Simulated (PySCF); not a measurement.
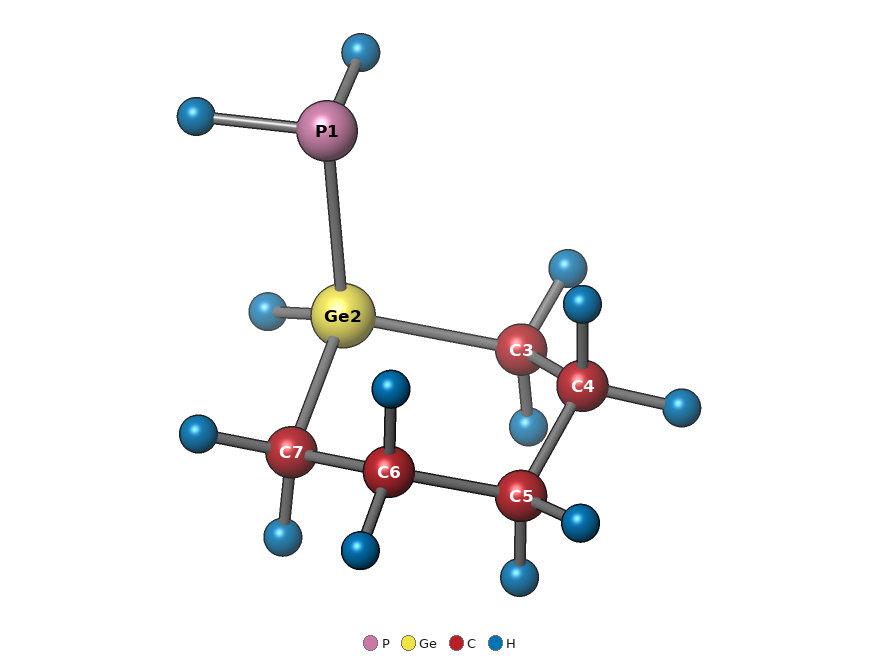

Depth is shown by fading: the farther an atom, the more it takes the colour of the background. The computed structure is the end point of a PBE0-D3(BJ)/def2-SVP optimisation. No frequency run is at hand to confirm it as a minimum.

> What is the conformation of the ring Ge2–C3–C4–C5–C6–C7?

It is a chair (Cremer–Pople θ = 3°, folded into 0 to 90°). The Cremer–Pople amplitude Q is 0.60 Å.

> Give the torsion angles round the ring, beginning with the bond from its second to its third atom.

56°, −67°, 67°, −56°, 44°, −43°.

> Are the substituents other than hydrogen axial or equatorial?

P1 on Ge2 is axial.
